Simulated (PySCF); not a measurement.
# isophthalonitrile radical anion (C8H4N2−) (doublet): geometry, EPR parameters

What EPR parameters should isophthalonitrile radical anion (C8H4N2−) (doublet) (`N#Cc1cccc(C#N)c1`) show?

Programs: PySCF 2.14.0, with density-fitted response routines of our own. Each step states its level of theory. These are calculated values for one molecule in the gas phase, unless marked as measured. Atoms are numbered from 0 throughout.

## (1) The molecule as given

14 atoms, charge -1, multiplicity 2; geometry from: GFN2-xTB.

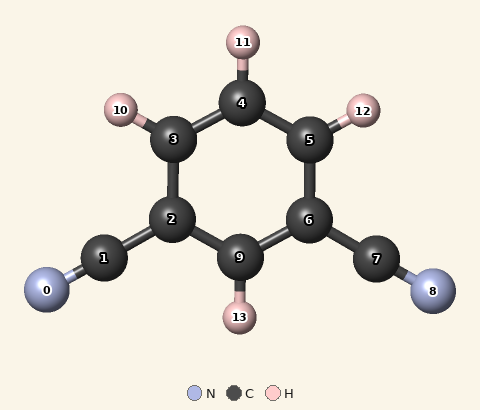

The starting geometry (nitrogen light blue, carbon dark grey, hydrogen pink), atoms numbered.

## (2) Relaxing the molecule at PBE0-D3(BJ)/def2-SVP

Job settings and geometry (Å):

```
{"job": {"xc": "PBE0", "basis": "def2-SVP", "d3": "d3bj", "grid": 1, "kind": "geom"}, "charge": -1, "multiplicity": 2}
N      3.678060     0.911850    -0.439380
C      2.575930     0.565980    -0.298560
C      1.266320     0.140900    -0.129500
C      0.970320    -1.254440     0.079560
C     -0.341890    -1.645030     0.245340
C     -1.386350    -0.745070     0.216740
C     -1.102150     0.652740     0.006120
C     -2.130010     1.583450    -0.032400
N     -2.999560     2.355860    -0.063920
C      0.218660     1.054520    -0.160680
H      1.782970    -1.966720     0.099280
H     -0.560920    -2.697350     0.404110
H     -2.410970    -1.062900     0.348690
H      0.438240     2.105250    -0.319750
```

Output:

```text
step   0  E = -415.97287384  max force = 0.016949
step   1  E = -415.97500308  max force = 0.004983
step   2  E = -415.97480950  max force = 0.010281
step   3  E = -415.97528558  max force = 0.002591
step   4  E = -415.97527385  max force = 0.003129
step   5  E = -415.97534531  max force = 0.000422
step   6  E = -415.97534639  max force = 0.000032
optimisation converged
```

It took 2.8 min on 1 thread, shared host.

Along the way: (the energy doesn't fall at every step)

```tsv
step	energy from step 0 (eV)	largest force component (eV/Å)
0	0.0000	0.8716
1	-0.0579	0.2562
2	-0.0527	0.5287
3	-0.0656	0.1332
4	-0.0653	0.1609
5	-0.0673	0.0217
6	-0.0673	0.0016
```

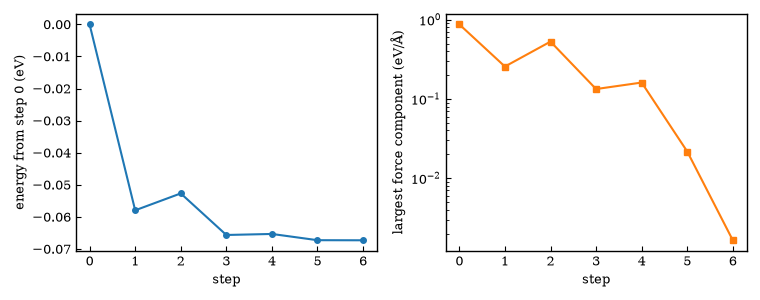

Energy and largest force along the relaxation.

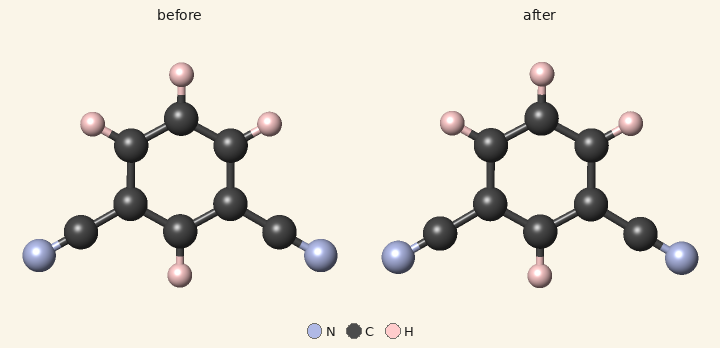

Before and after, at one scale.

Close pairs (by a distance rule), those that changed most:

```tsv
bond	before (Å)	after (Å)	change (Å)
C1–C2	1.387	1.413	+0.026
C6–C7	1.387	1.413	+0.026
C2–C3	1.442	1.455	+0.013
C5–C6	1.442	1.455	+0.013
C3–C4	1.379	1.391	+0.012
C4–C5	1.379	1.391	+0.012
C3–H10	1.081	1.091	+0.010
C5–H12	1.081	1.091	+0.010
```

The final coordinates are the input of the step that follows.

```tsv
at the end point	value
point group (found at 0.08 Å tolerance)	C2v
rotational constants (GHz, main isotopes)	2.609, 0.910, 0.675
⟨S²⟩	0.768
```

## (3) g tensor and hyperfine couplings: B3LYP/IGLO-III+pcH-1

Job settings and geometry (Å):

```
{"job": {"kind": "epr"}, "charge": -1, "multiplicity": 2}
N      3.711356     0.938840    -0.442225
C      2.605303     0.581608    -0.302837
C      1.276852     0.131230    -0.131670
C      0.977874    -1.276660     0.079913
C     -0.349413    -1.659513     0.244675
C     -1.405706    -0.754821     0.216156
C     -1.112379     0.654252     0.004891
C     -2.141703     1.621375    -0.031886
N     -3.004899     2.411531    -0.059035
C      0.220376     1.049118    -0.161929
H      1.789148    -2.005181     0.106609
H     -0.572667    -2.720707     0.404497
H     -2.438417    -1.079726     0.348873
H      0.442927     2.107692    -0.320383
```

Level: UKS B3LYP, IGLO-III on C N, pcH-1 on H, non-relativistic, mean-field spin-orbit, GIAO.

Output:

```text
UKS, coarse grid
  cycle   1  E = -416.81085416  |g| = 4.71e-01
  cycle   2  E = -416.53302388  |g| = 9.35e-01
  cycle   3  E = -416.90446010  |g| = 1.97e-01
  cycle   4  E = -416.92276969  |g| = 5.98e-02
  cycle   5  E = -416.92443340  |g| = 2.12e-02
  cycle   6  E = -416.92468679  |g| = 3.70e-03
  cycle   7  E = -416.92470321  |g| = 2.70e-03
  cycle   8  E = -416.92470914  |g| = 1.56e-03
  cycle   9  E = -416.92471202  |g| = 4.06e-04
UKS, final grid
  cycle   1  E = -416.92469085  |g| = 6.40e-04
  cycle   2  E = -416.92469018  |g| = 1.39e-03
  cycle   3  E = -416.92469105  |g| = 2.32e-04
  cycle   4  E = -416.92469108  |g| = 6.05e-05
  cycle   5  E = -416.92469108  |g| = 5.00e-05
  cycle   6  E = -416.92469109  |g| = 2.53e-05
E = -416.92469109 Eh   <S^2> = 0.7623 (exact 0.7500)
g shifts (ppm)      1          2          3
  rmc          -162       -162       -162
  gc              7         41         37
  oz_so         -20        512        661
  total        -176        390        535
hyperfine (MHz)  atom isotope    a_iso     a_fc   dipolar eigenvalues
    0   14N       2.85       2.85     -4.78     -4.22      9.00
    1   13C     -11.70     -11.70     -3.48      1.69      1.79
    2   13C       1.50       1.50    -13.13    -11.45     24.58
    3   13C      28.27      28.27    -30.69    -29.78     60.47
    4   13C     -28.32     -28.32    -15.07      5.69      9.38
    5   13C      28.22      28.22    -30.66    -29.75     60.40
    6   13C       1.53       1.53    -13.15    -11.48     24.63
    7   13C     -11.73     -11.73     -3.48      1.69      1.79
    8   14N       2.86       2.86     -4.79     -4.23      9.02
    9   13C     -13.47     -13.47     -7.86      3.16      4.70
   10    1H     -27.11     -27.11    -15.39      0.59     14.80
   11    1H       5.92       5.92     -3.41     -0.19      3.59
   12    1H     -27.08     -27.08    -15.37      0.59     14.79
   13    1H       2.02       2.02     -2.47      0.19      2.28
```

Wall time 2.9 min (1 thread, shared host).

Principal g values 2.00214, 2.00271, 2.00285; g(iso) = 2.00257, against 2.00232 for a free electron.

Hyperfine couplings; where a row names several nuclei, a(iso) is their mean (it holds for fast rotation or exchange) and the dipolar term the largest among them:

```tsv
nuclei	isotope	a(iso) (MHz)	a(iso) (G, at g = 2.0023)	largest dipolar term (MHz)	measured (MHz)
C4	13C	-28.3	-10.1	-15.1	–
C3, C5	13C	28.2	10.1	60.5	–
H10, H12	1H	-27.1	-9.7	-15.4	-23.2
C9	13C	-13.5	-4.8	-7.9	–
C1, C7	13C	-11.7	-4.2	-3.5	–
H11	1H	5.9	2.1	3.6	–
N0, N8	14N	2.9	1.0	9.0	2.9
H13	1H	2.0	0.7	-2.5	–
C2, C6	13C	1.5	0.5	24.6	–
```

Measured: solution or matrix (EPR); Pople, Beveridge, Approximate Molecular Orbital Theory, McGraw-Hill 1970 (compilation of measured values). Many experiments give no sign.

Mulliken spin populations:

N0 0.11; C1 -0.02; C2 0.13; C3 0.41; C4 -0.14; C5 0.41; C6 0.13; C7 -0.02; N8 0.11; C9 -0.07; H10 -0.03; H11 0.01; H12 -0.03; H13 0.00

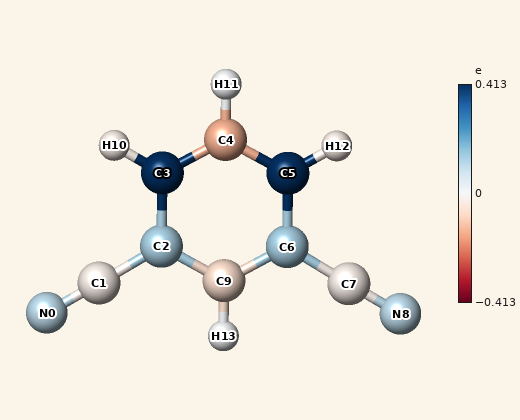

Mulliken spin populations, as colours on the atoms.

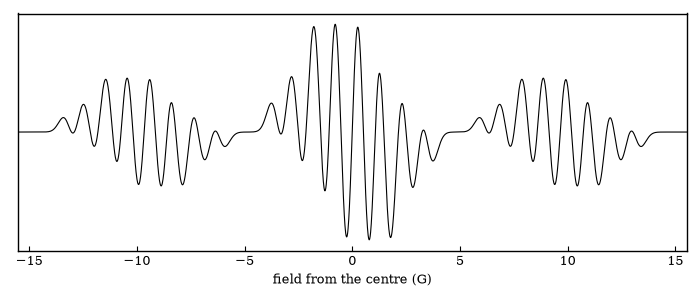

First-order isotropic spectrum (first derivative, main isotopes with spin only, couplings over 0.8 MHz, Gaussian width 0.3 G; couplings of the frozen geometry, rotation of groups not averaged beyond the rows shown).

## (4) Results

```
                            quantity                 value
                         point group                   C2v
rotational constants (main isotopes)  2.61, 0.91, 0.67 GHz
                      g(iso) (B3LYP)               2.00257
                                ⟨S²⟩    0.762 (exact 0.75)
  largest a(iso) (averaged by class)  13C on C4, -28.3 MHz
```

What this shows: The optimisation took 6 steps and gained 0.067 eV; among the close pairs (by a distance rule), C1–C2 changed most, from 1.387 to 1.413 Å. No frequency check was run at this level, so the end point may be a saddle. The largest spin populations lie on C3 (0.41 e), C5 (0.41 e). The isotropic g lies 0.3 ppt above the free-electron value. In size, the 2 measured couplings are missed by 1.9 MHz on average; matrix, vibration and temperature are not in the model.
